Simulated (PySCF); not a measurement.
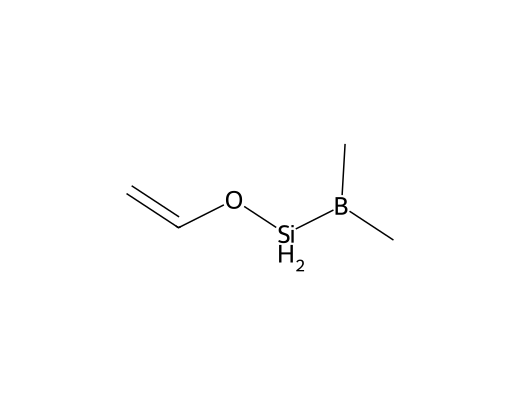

The drawing above gives the connectivity. The computed structure is the end point of a PBE0-D3(BJ)/def2-SVP optimisation. No frequency run is at hand to confirm it as a minimum.

Describe the 3D structure.

It has 18 atoms: 4 carbon, 11 hydrogen, 1 boron, 1 oxygen and 1 silicon (C₄H₁₁BOSi). Its SMILES string is `C=CO[SiH2]B(C)C`. It has no ring. Among its groups: alkene, Si–H bond, Si–O bond. This geometry has C1 symmetry. Coordination: 2 C trigonal planar; 1 O bent; 1 Si tetrahedral; 1 B trigonal planar; 2 C tetrahedral.

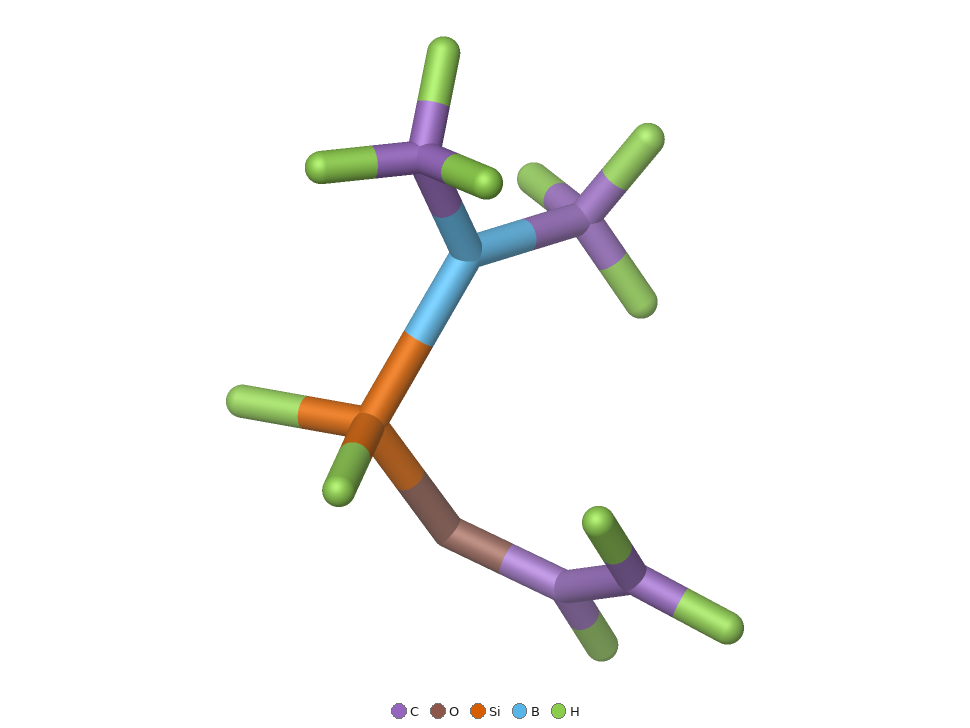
